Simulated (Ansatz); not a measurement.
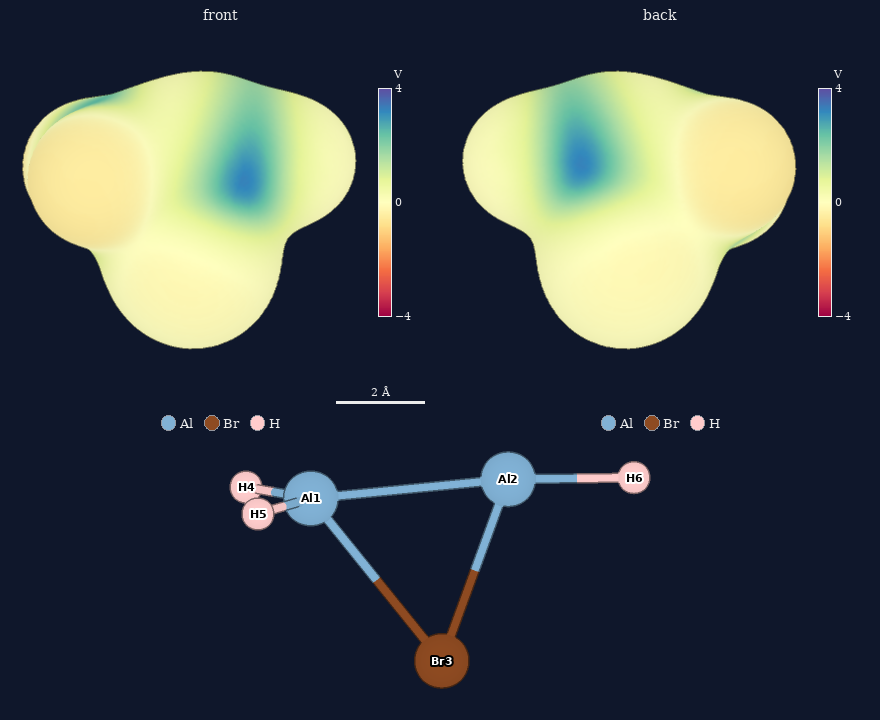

Figure. Al$_{2}$BrH$_{3}$. The molecular electrostatic potential painted on the density surface at 0.002 e/bohr³, seen from the front and from behind; the colour scale runs from red (negative) to blue (positive). The bare structure is drawn below in the same view.

Geometry: PBE0-D4/def2-TZVP.

All numbers below come from Ansatz, RKS PBE0-D4/def2-TZVPP.

```xyz
6

Al   -1.0420    0.4604   -0.8446
Al    1.1614    0.2308    0.3158
Br   -0.7792    0.4374    1.7937
H    -1.8201   -0.8651   -1.2269
H    -1.5276    1.9175   -1.2318
H     2.4937    0.0919    1.1691
```

Describe the electrostatic potential map.

The most negative region (about −0.5 V, or −12 kcal/mol for a unit charge) lies over H4 and H5, the most positive (about +3.2 V, or +74 kcal/mol for a unit charge) over Al2.
